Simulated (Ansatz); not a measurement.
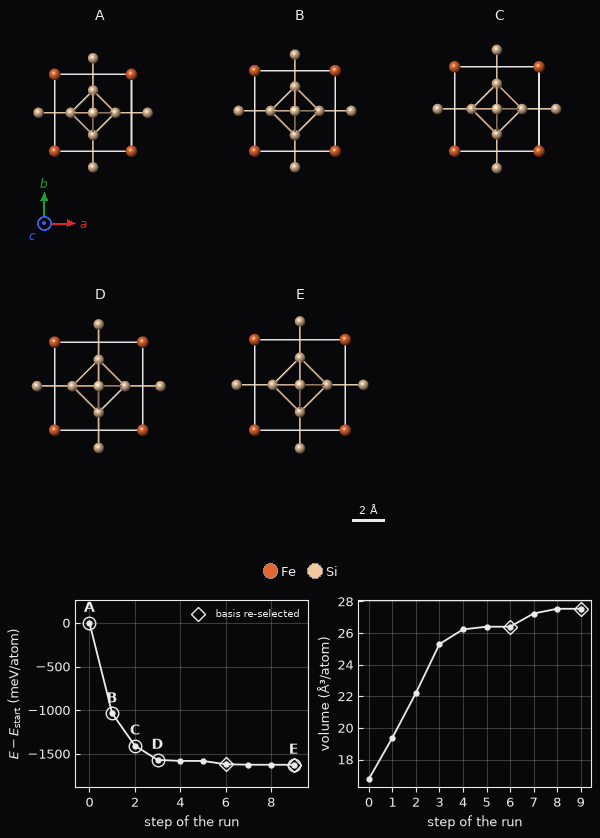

Frames of a relaxation of crystalline FeSi₆ (a generated structure, set up in Pm-3m) (coarse preliminary run), marked on the history of the run. The picture is a ball-and-stick view of the cell of the calculation, seen along the c axis.

Method: DFT PBE, scalar-relativistic, plane waves, PAW (Ansatz). Set-up: plane-wave cutoff 420 eV; k-point mesh 4 × 4 × 4; occupations gaussian; smearing width 0.1 eV; collinear spin; cell and atoms relaxed; force threshold 0.04 eV/Å; at most 70 steps.

Describe the path.

The largest moves relative to the cell, 0.058 Å, are those of Si atoms. Fe stays in place. The volume changes by +64.2 %, with a = b = c 4.897 → 5.777 Å (+18.0 %). Some distances before and after: Si–Si 2.840 → 3.466 Å, Si–Si 2.008 → 2.451 Å, Si–Si 2.057 → 2.311 Å. The space group stays Pm-3m (No. 221). The energy falls by 1625 meV per atom in 7 accepted moves (9 points after the start). Largest force component: 11 eV/Å at the start, 0.0005 eV/Å at the end. Pressure: 67.60 GPa at the start and 0.00 GPa at the end. The SCF was repeated twice at an unchanged geometry on a basis and grid sized afresh for the cell, which shifted the energy by 37.4 meV per atom at most. The run took 68 s on 1 thread of Arm Neoverse V2, on a shared host, peak memory 0.48 GiB. From step 0 to 1: Si atoms move most (0.06 Å), volume +15.6 %, energy −1037 meV per atom. From step 1 to 2: volume +14.6 %, energy −369 meV per atom. From step 2 to 3: volume +13.9 %, energy −163 meV per atom. From step 3 to 9: volume +8.8 %, energy −56.2 meV per atom.

```tsv
step	E − E(0), meV/atom	largest force component, eV/Å	pressure, GPa	volume, Å³/atom	note
0	0.00	10.9638	67.60	16.771	
1	-1036.77	1.7987	29.92	19.385	
2	-1405.62	1.4676	14.74	22.215	
3	-1568.96	0.5698	3.09	25.306	
4	-1580.64	0.1935	0.49	26.234	
5	-1581.22	0.0079	-0.01	26.404	
6	-1618.59	0.0168	1.92	26.404	same geometry, new basis
7	-1624.57	0.0060	0.46	27.239	
8	-1624.95	0.0007	0.00	27.538	
9	-1625.11	0.0005	0.00	27.538	same geometry, new basis
```
